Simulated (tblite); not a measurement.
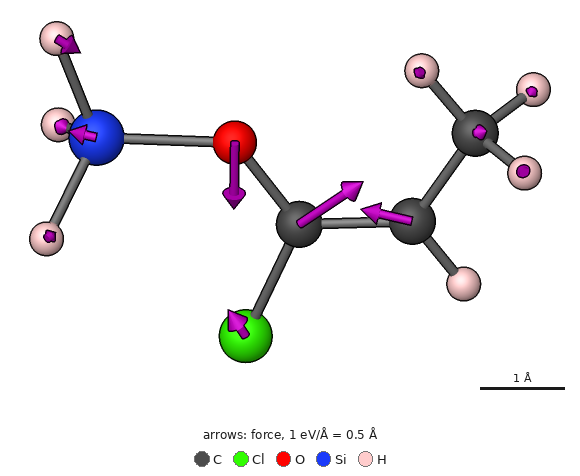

Starting geometry of C3H7ClOSi with the computed forces as purple arrows. A ball-and-stick model, seen at a tilt.

All numbers below come from GFN2-xTB geometry optimisation, gas phase (tblite 0.8.0). 

> What follows when this structure is relaxed?

It isn't relaxed: the largest force vector, on a C atom, is 2.06 eV/Å. The final displacements follow the starting forces only in part (cosine between the two patterns 0.44). The atom that moves furthest after the best rigid fit is an H atom (0.32 Å). By element the largest moves are H 0.32 Å, Cl 0.13 Å, O 0.10 Å, Si 0.05 Å, C 0.04 Å. Some distances before and after: Cl–Si 3.309 → 3.159 Å, C–O 1.383 → 1.325 Å, H–Si 1.486 → 1.454 Å, C–C 1.356 → 1.327 Å. Bond angles that change, for instance: O–Si–H 109.0° → 97.3°, Cl–C–O 124.7° → 115.0°, C–O–Si 124.2° → 131.1°. After 33 geometry steps the energy has fallen by 29.3 kJ/mol.
